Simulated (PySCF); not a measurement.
SMILES CC[SiH2][SiH2]C (C3H12Si2) at its GFN2-xTB optimised geometry (Å):

```
17

C      2.3226    -0.3259    -1.1826
C      1.7398    -1.0888     0.0000
Si    -0.1669    -1.0888     0.0000
Si    -0.9777     1.0816     0.0000
C     -2.8066     1.1049     0.5136
H      2.0030     0.7149    -1.1639
H      1.9917    -0.7650    -2.1216
H      3.4117    -0.3472    -1.1653
H      2.1091    -0.6447     0.9264
H      2.1134    -2.1138    -0.0185
H     -0.5973    -1.8672    -1.1742
H     -0.5902    -1.8814     1.1671
H     -0.8907     1.7349    -1.3173
H     -0.2526     1.9742     0.9212
H     -2.9416     0.6927     1.5096
H     -3.4117     0.5144    -0.1686
H     -3.2084     2.1138     0.5188
```

Computed with PySCF with PBE/def2-SVP. Cells within 0.4 Å of a nucleus heavier than hydrogen are left out (blank, or x).

Map of the HOMO−1 amplitude (bohr^(-3/2)) on the plane z = 0.0 Å; orbital energy -7.22 eV, overall sign arbitrary:

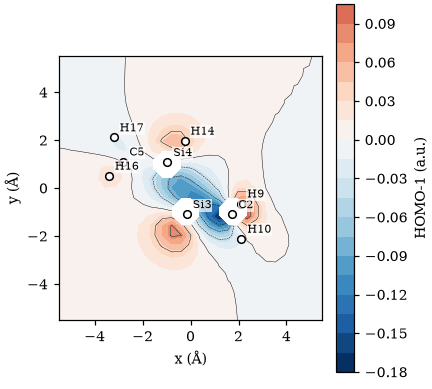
Fig. 1. HOMO−1 amplitude (bohr^(-3/2)) on the plane z = 0.0 Å.
